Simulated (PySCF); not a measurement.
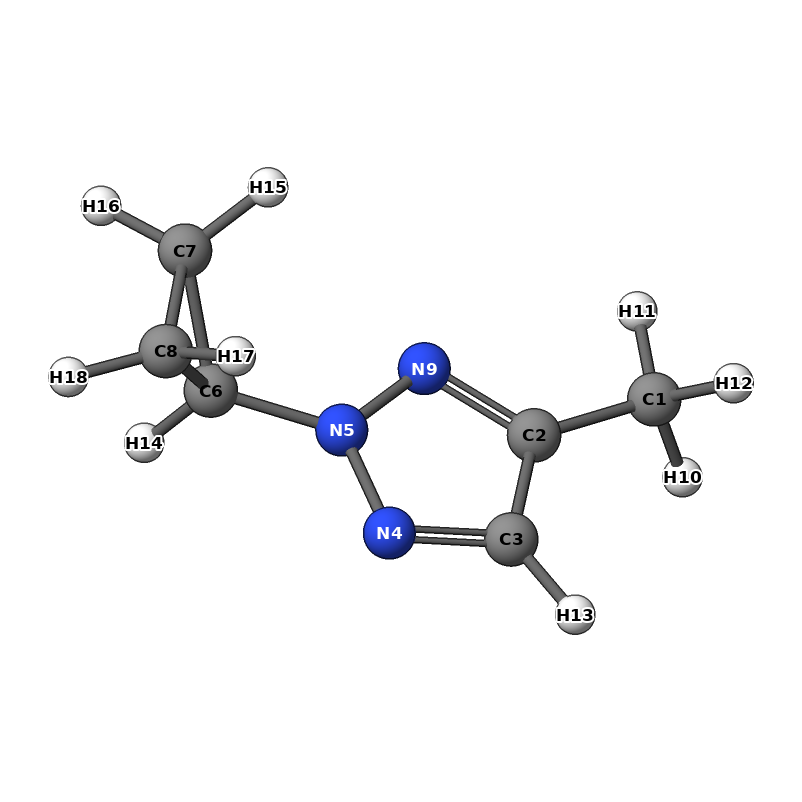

The questions are on isotropic NMR shieldings of the N atoms. The geometry was computed by an optimisation with GFN2-xTB. No frequency run is at hand to confirm it as a minimum. Method: GIAO PBE0/pcSseg-1 NMR shielding, non-relativistic, gas phase (PySCF 2.14.0).

List the isotropic NMR shieldings of the N atoms.

| atom | σ (ppm) |
| --- | --- |
| N4 | −105.8 |
| N5 | −9.7 |
| N9 | −95.5 |
